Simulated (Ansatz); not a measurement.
# Cs (Im-3m, 1 atom in the cell): relaxing the cell for a phonon run

Aim: bring Cs (Im-3m, 1 atom in the cell) to small forces and stress, as phonons need.

Method: DFT PBE, scalar-relativistic, plane waves, PAW, in Ansatz 0.2.0.

### 1. Starting point

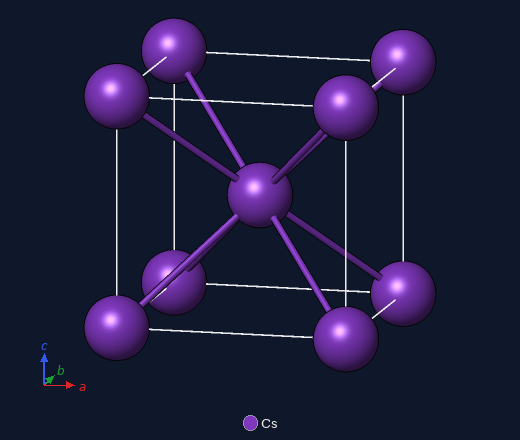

Start, viewed slightly off an axis; caesium purple. This picture shows the conventional cell, with its axes. Some periodic images of atoms are drawn too.

### 2. A coarse first look

First a cheap look: the gap decides the mesh and the occupations, the pressure tells how far the cell has to move.

File input.yaml:

```yaml
crystal:
  lattice:
    - [-3.0335, 3.0335, 3.0335]
    - [3.0335, -3.0335, 3.0335]
    - [3.0335, 3.0335, -3.0335]
  atoms:
    - { symbol: Cs, position: [0.0, 0.0, 0.0] }
kpoints:
  mp_grid: { grid: [4, 4, 4] }
hamiltonian:
  xc: pbe
scf:
  occupations: { method: gaussian, width: 0.1 }
output:
  forces: true
  stress: true
  eigenvalues: true
```

Started as:

```sh
$ ansatz run input.yaml --threads 4 --pin off --max-ram 7168MiB --backend cpu --events-out ev --progress --plain --runs-dir out
```

Numbers of over 12 decimals in the logs are rounded to 6 here.

The program printed:

```text
Engine: ansatz 0.2.0, aarch64-unknown-linux-gnu
Pseudopotentials: kind: paw
Pseudopotential: Cs, paw, valence charge 9, recommended cutoff 420 eV (normal), Cs.paw.azcp
Functional definition: PBE
  parameter kappa = 0.804
  parameter beta = 0.066725
  exchange = pbe_x(kappa = kappa, mu = beta*pi^2/3)
  correlation = pbe_c(beta = beta)
Crystal: 1 atoms, lattice volume = 111.659 Å³
[...]
k-point 0: bands = ["-21.4753", "-8.2163", "-8.2163", "-8.2163", "0.6508", "4.8684", "4.8684", "4.8684", "5.7488"]
  k-point 1: bands = ["-21.4714", "-8.2939", "-8.2416", "-8.2165", "1.3151", "4.0927", "4.3480", "5.5607", "5.5925"]
  k-point 2: bands = ["-21.4675", "-8.3682", "-8.2665", "-8.2166", "2.3829", "3.2619", "3.9989", "5.5959", "6.2140"]
  k-point 7: bands = ["-21.4615", "-8.3242", "-8.3242", "-8.3242", "2.9818", "2.9818", "5.4268", "5.4268", "5.4268"]
[key lines of the parts left out:]
SCF converged after 6 iterations
Free energy (F): -5670.719796 eV
Fermi energy:    2.373407 eV
P = ⅓ Tr σ = 0.1165 GPa (1.165 kbar)
```

It took 1.8 s on 4 threads of Arm Neoverse V1, shared host; peak memory 0.3 GiB; 2.6 s of CPU time.

Numbers from this step:

```yaml
pressure: 0.1165 GPa
volume_per_atom: 111.7 Å³
gap_on_the_k_mesh: 0 eV
```

The coarse mesh shows no gap and a pressure of 0.1 GPa.

### 3. Relaxation

The cell and atoms are relaxed, since residual forces and stress would shift the frequencies.

input.yaml, the sections that differ from step 2:

```yaml
kpoints:
  mp_grid: { grid: [10, 10, 10] }
output:
  forces: true
  stress: true
  eigenvalues: true
  write_density: true
  write_potential: true
  elf: true
  volumetric_format: npy
relax:
  adjacent_minimum: "off"
  f_tol: 0.005
  max_steps: 80
  cell: { stress_tol: 0.05 }
# crystal, hamiltonian, scf: as in step 2
```

The program printed:

```text
[...]
Crystal: 1 atoms, lattice volume = 111.659 Å³
Basis set: ecut = 420 eV, 2171 PW (Γ), exchange–correlation on 72×72×72 points (8 copies of the dense FFT grid, shifted against one another)
Bands: 9, of which v1, the nominal top of the filled ones, is band 5 counted from 1 (4 counted from 0)
Symmetry: 48 space group operations
[...]
k-points: 47 of 1000
[...]
SCF iter   1: F=—  HF=-5670.762868 eV  |F-HF|=—  |Δ(HF+E_count)|=         —  Δρ=2.21e-4  dr2=3.98e-5  ethr=1.77e-3  ⟨swp⟩=6.0  Hψ=3481  notcnv=0
[...]
SCF iter   6: F=-5670.763169 eV  HF=-5670.763169 eV  |F-HF|=1.14e-9  |Δ(HF+E_count)|=   5.32e-8  Δρ=1.40e-6  dr2=9.59e-10  ethr=1.00e-9  ⟨swp⟩=6.2  Hψ=2335  notcnv=0
SCF 1 converged in 6 iterations: F = -5670.763169 eV  dr2 = 9.59e-10
[...]
relax step   1: F+E_penalty+E_count = -5670.76316883 eV  Δ(F+E_penalty+E_count) = +0.000e0 eV  max|allowed force component| = 0.000e0 eV/Å  Δτ_max = 0.0000 Å  P = +0.099 GPa  Ω = 111.659 Å³  (6 SCF iters, dr2 threshold 1.00e-7 eV, accepted)
Crystal: 1 atoms, lattice volume = 112.042 Å³
[...]
iter 1 solved again at ethr=8.38e-9 eV; its pass at ethr=3.10e-3 eV (dr2=7.54e-7 eV) is discarded
[...]
SCF iter   3: F=-5670.763397 eV  HF=-5670.763397 eV  |F-HF|=3.41e-9  |Δ(HF+E_count)|=   4.22e-9  Δρ=1.96e-6  dr2=6.83e-9  ethr=2.73e-10  ⟨swp⟩=6.2  Hψ=2542  notcnv=0
SCF 2 converged in 3 iterations: F = -5670.763397 eV  dr2 = 6.83e-9
relax step   2: F+E_penalty+E_count = -5670.76339670 eV  Δ(F+E_penalty+E_count) = -2.279e-4 eV  max|allowed force component| = 0.000e0 eV/Å  Δτ_max = 0.0000 Å  P = +0.092 GPa  Ω = 112.042 Å³  energy of the carried Pulay correction = -2.632e-7 eV  (3 SCF iters, dr2 threshold 2.46e-8 eV, accepted)
Crystal: 1 atoms, lattice volume = 116.808 Å³
Basis set: ecut = 420 eV, 2243 PW (Γ), exchange–correlation on 72×72×72 points (8 copies of the dense FFT grid, shifted against one another)
[...]
SCF iter   5: F=-5670.764778 eV  HF=-5670.764778 eV  |F-HF|=3.20e-9  |Δ(HF+E_count)|=   4.13e-8  Δρ=1.06e-6  dr2=2.30e-9  ethr=2.33e-10  ⟨swp⟩=8.1  Hψ=2405  notcnv=0
SCF 3 converged in 5 iterations: F = -5670.764778 eV  dr2 = 2.30e-9
relax step   3: F+E_penalty+E_count = -5670.76477839 eV  Δ(F+E_penalty+E_count) = -1.382e-3 eV  max|allowed force component| = 0.000e0 eV/Å  Δτ_max = 0.0000 Å  P = +0.004 GPa  Ω = 116.808 Å³  energy of the carried Pulay correction = -3.462e-6 eV  (5 SCF iters, dr2 threshold 2.09e-8 eV, accepted)
[...]
SCF iter   5: F=-5670.764782 eV  HF=-5670.764782 eV  |F-HF|=1.82e-12  |Δ(HF+E_count)|=  2.73e-11  Δρ=4.00e-8  dr2=2.22e-12  ethr=1.00e-12  ⟨swp⟩=5.4  Hψ=1506  notcnv=0
SCF 4 converged in 5 iterations: F = -5670.764782 eV  dr2 = 2.22e-12
relax step   4: F+E_penalty+E_count = -5670.76478223 eV  Δ(F+E_penalty+E_count) = -3.838e-6 eV  max|allowed force component| = 0.000e0 eV/Å  Δτ_max = 0.0000 Å  P = +0.004 GPa  Ω = 116.808 Å³  stress off target by 4.26e-3 GPa  SCF on the basis re-selected at this cell (its energy is not comparable with the rows above)  (5 SCF iters)
basis re-selected at this cell: Δ(F+E_penalty+E_count) = -3.838e-6 eV, ΔP = +0.000 GPa vs the last step (what re-selecting the basis moved, of the pressure what is left beyond the Pulay correction that the steps carried, after the strain that the cell walked since its last selection, with what the two solves' SCF thresholds leave and, on support functions, any second-order correction that the steps lacked; it is no measure of the basis error at this ecutwfc). This SCF's stress stands 4.26e-3 GPa from its target on what of the cell is left free (relax.cell.stress_tol is 5.00e-2 GPa) and its largest allowed force component is 0.00e0 eV/Å (relax.f_tol is 5.00e-3 eV/Å): [rest of the remark cut]
SCF converged after 5 iterations
Free energy (F): -5670.764782 eV
[...]
Internal energy: -5670.755548 eV  (E = F + TS)
E sigma→0 (E₀):  -5670.760165 eV
Entropy (-TS):   -0.009234 eV (-9.234 meV/atom)
Fermi energy:    2.168508 eV
[...]
--- Stress (GPa, compression-positive) ---
        0.004256      -0.000000       0.000000
       -0.000000       0.004256       0.000000
        0.000000       0.000000       0.004256
  P = ⅓ Tr σ = 0.0043 GPa (0.043 kbar)
--- Band table (eV; the first three rows and the last of 47) ---
[...]
--- Relaxed structure (3 steps of the walk, 3 accepted, 1 SCFs on fresh bases) ---
  F+E_penalty+E_count = -5670.76478223 eV   max|allowed force component| = 0.000e0 eV/Å   (the final SCF, on the basis selected at the relaxed cell)
  cell:  # Å, volume = 116.8078 Å³
    - [-3.079432, 3.079432, 3.079432]
    - [3.079432, -3.079432, 3.079432]
    - [3.079432, 3.079432, -3.079432]
  atoms:
    - { symbol: Cs, position: [0.0, 0.0, 0.0] }
```

The job ended after 4.2 s (4 threads; peak memory 0.41 GiB; 14 s of CPU time).

Relaxation path:

| step | energy less that of the first step (eV) | largest force component (eV/Å) | pressure (GPa) | volume (Å³) |
| --- | --- | --- | --- | --- |
| 1 | 0.0000 | 0.0000 | 0.10 | 111.66 |
| 2 | -0.0002 | 0.0000 | 0.09 | 112.04 |
| 3 | -0.0016 | 0.0000 | 0.00 | 116.81 |
| 4* | -0.0016 | 0.0000 | 0.00 | 116.81 |

Relaxation steps marked * repeat the geometry before them on a plane-wave basis chosen anew for their cell, so energy and pressure can jump there.

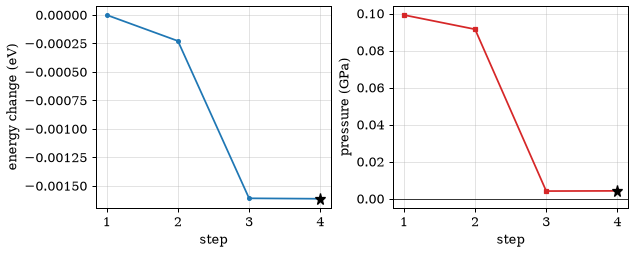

Energy and pressure along the relaxation. Stars mark steps on a basis chosen anew.

| conventional cell, symmetrised | before | after | change |
| --- | --- | --- | --- |
| a (Å) | 6.067 | 6.159 | +1.5 % |
| b (Å) | 6.067 | 6.159 | +1.5 % |
| c (Å) | 6.067 | 6.159 | +1.5 % |
| volume (Å³/atom) | 111.66 | 116.81 | +4.6 % |

Final coordinates:

```cif
data_structure
_symmetry_space_group_name_H-M 'P 1'
_symmetry_Int_Tables_number 1
_cell_length_a 5.3337
_cell_length_b 5.3337
_cell_length_c 5.3337
_cell_angle_alpha 109.471
_cell_angle_beta 109.471
_cell_angle_gamma 109.471
_cell_volume 116.81
loop_
_atom_site_label
_atom_site_type_symbol
_atom_site_fract_x
_atom_site_fract_y
_atom_site_fract_z
_atom_site_occupancy
Cs1 Cs 0.00000 0.00000 0.00000 1
```

Numbers from this step:

| Property | Result |
| --- | --- |
| pressure | 0.004256 GPa |
| volume per atom | 116.8 Å³ |

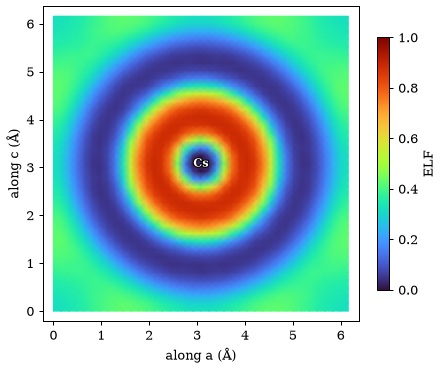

ELF in the ac plane of the conventional cell at fractional y = 0.000, with atoms of Cs within 0.2 Å of it. It is the smooth field of the valence electrons, not physical close to the nuclei. The map starts off the cell's origin, so that atoms lie inside it.

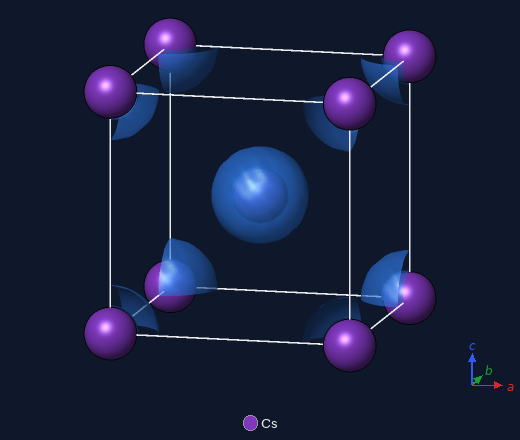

Surface of ELF = 0.81.

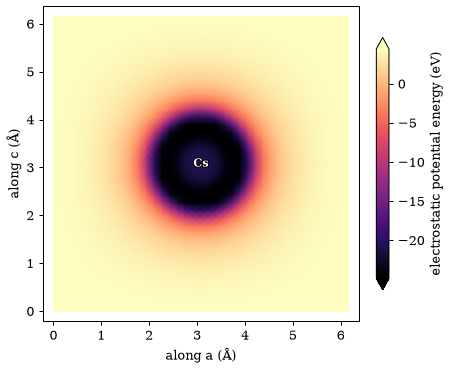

Electrostatic potential energy in the ac plane of the conventional cell at fractional y = 0.000, with atoms of Cs within 0.2 Å of it. With pseudopotentials it is smooth inside the atoms' cores, unlike the true potential. The map starts off the cell's origin, so that atoms lie inside it.

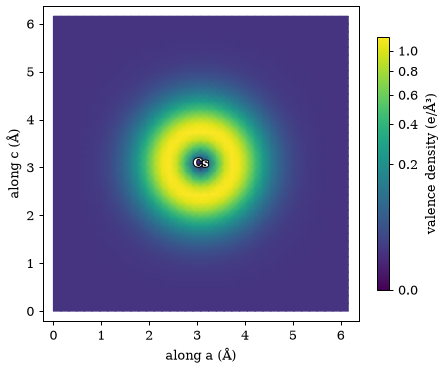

Valence density in the ac plane of the conventional cell at fractional y = 0.000, with atoms of Cs within 0.2 Å of it. It is the smooth field of the valence electrons, not physical close to the nuclei. The map starts off the cell's origin, so that atoms lie inside it. The colour scale is stretched toward low values.

In this step the volume went from 111.66 to 116.81 Å³/atom.

### 4. Tight relaxation

Phonons need a cell at rest on their own settings, so the relaxation is repeated with tight tolerances on forces and stress, using the mesh and the filling of the phonon run that follows.

File input.yaml:

```yaml
crystal:
  lattice:
    - [-3.0794321637, 3.0794321637, 3.0794321637]
    - [3.0794321637, -3.0794321637, 3.0794321637]
    - [3.0794321637, 3.0794321637, -3.0794321637]
  atoms:
    - { symbol: Cs, position: [0.0, 0.0, 0.0] }
kpoints:
  mp_grid: { grid: [12, 12, 12] }
hamiltonian:
  xc: pbe
scf:
  occupations: { method: methfessel_paxton, width: 0.15 }
output:
  forces: true
  stress: true
  eigenvalues: true
relax:
  adjacent_minimum: "off"
  f_tol: 0.001
  max_steps: 60
  cell: { stress_tol: 0.01 }
```

The program printed:

```text
[...]
Crystal: 1 atoms, lattice volume = 116.808 Å³
Basis set: ecut = 420 eV, 2243 PW (Γ), exchange–correlation on 72×72×72 points (8 copies of the dense FFT grid, shifted against one another)
Bands: 9, of which v1, the nominal top of the filled ones, is band 5 counted from 1 (4 counted from 0)
Symmetry: 48 space group operations
[...]
k-points: 72 of 1728
[...]
P = ⅓ Tr σ = 0.0046 GPa (0.046 kbar)
--- Band table (eV; the first three rows and the last of 72) ---
[...]
--- Relaxed structure (1 steps of the walk, 1 accepted, 1 SCFs on fresh bases) ---
[...]
cell:  # Å, volume = 116.8078 Å³
    - [-3.0794321637, 3.0794321637, 3.0794321637]
    - [3.0794321637, -3.0794321637, 3.0794321637]
    - [3.0794321637, 3.0794321637, -3.0794321637]
  atoms:
    - { symbol: Cs, position: [0.0, 0.0, 0.0] }
[key lines of the parts left out:]
SCF converged after 6 iterations
Free energy (F): -5670.762560 eV
Fermi energy:    2.163930 eV
```

The job ended after 3.7 s (4 threads; peak memory 0.42 GiB).

Little changed from the start: no atom moved by 0.005 Å and no cell edge by 0.1 %.

Numbers from this step:

```yaml
pressure: 0.004576 GPa
```

The forces vanish by symmetry and the pressure is 0.005 GPa, within the tolerances set. The cell now holds 116.81 Å³/atom.

### 5. Outcome

```yaml
space_group_after_relaxation_within_0p01_a: Im-3m
lattice_constant_a: 6.159 Å
lattice_constant_b: 6.159 Å
lattice_constant_c: 6.159 Å
volume_per_atom: 117 Å³
```

The forces vanish by symmetry and the pressure is 0.005 GPa, within the tolerances set. The cell now holds 116.81 Å³/atom. The relaxation keeps the symmetry of its start, so it says nothing on stability against lower symmetry. Spin-orbit coupling is left out, which can matter for the heavy elements here.

[Logs are printed without paths, hosts, clocks, repeated set-up lines and the standing remarks that a program may print on its own settings, such as how far it seeks lower states.]

[Hosts, paths, dates, database ids (printed as entryN), source tags and the programs' standing remarks are cut or masked in the printed files.]
